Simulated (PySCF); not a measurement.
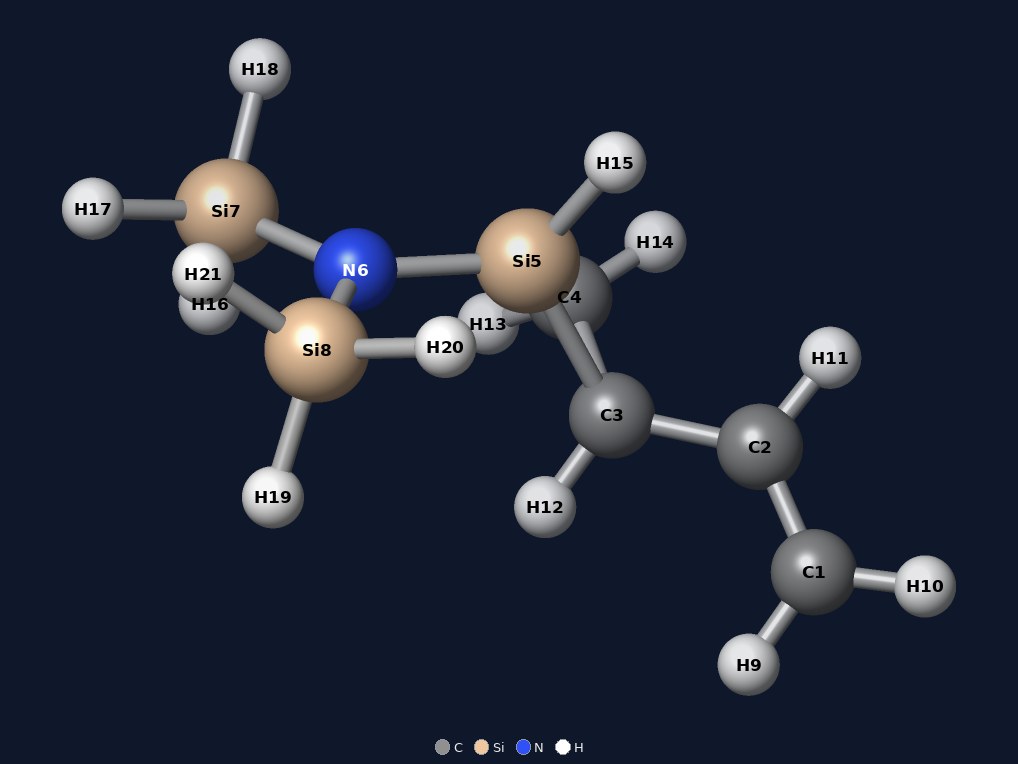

The computed structure is the end point of a PBE0-D3(BJ)/def2-SVP optimisation. No frequency run is at hand to confirm it as a minimum. Properties computed with delta-SCF UKS SCAN, pcX-2 on the ionised atom, pcseg-1 elsewhere, spin-free X2C (PySCF 2.14.0).

Give the core-electron binding energies (to vacuum; p and d levels without spin–orbit splitting) of C1 1s, C2 1s, C3 1s, C4 1s, Si5 1s, Si5 2p, N6 1s, Si7 1s, Si7 2p.

| atom | level | binding energy (eV) |
| --- | --- | --- |
| C1 | 1s | 289.4 |
| C2 | 1s | 290.3 |
| C3 | 1s | 290.0 |
| C4 | 1s | 289.9 |
| Si5 | 1s | 1846.4 |
| Si5 | 2p | 106.8 |
| N6 | 1s | 403.9 |
| Si7 | 1s | 1847.0 |
| Si7 | 2p | 107.3 |
